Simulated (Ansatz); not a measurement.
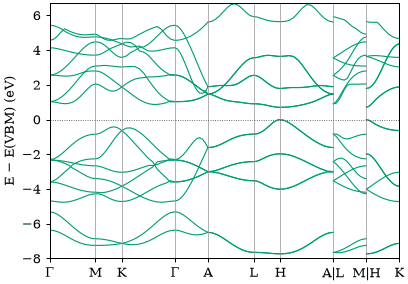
*Band structure from DFT-PBE in the program Ansatz with PAW potentials*

Problem. Read off the gap and where the band edges lie.

Solution. About 0.7 eV (0.70 eV by a search for the band edges); maximum at H, minimum at H.

The material is SnSe in space group P6_3mc (No. 186; Sn on 2b, Se on 2b).

The cell is a constructed one: a structure type filled with these elements; neither database checked (COD, Materials Project) lists it. It is not the phase usual at ambient conditions (space group No. 62). The PBE relaxation kept the symmetry of its start; whether a distortion lowers the energy is not shown. Spin–orbit coupling is left out wherever it is not named.

Potentials: the later of the program's two PAW sets.
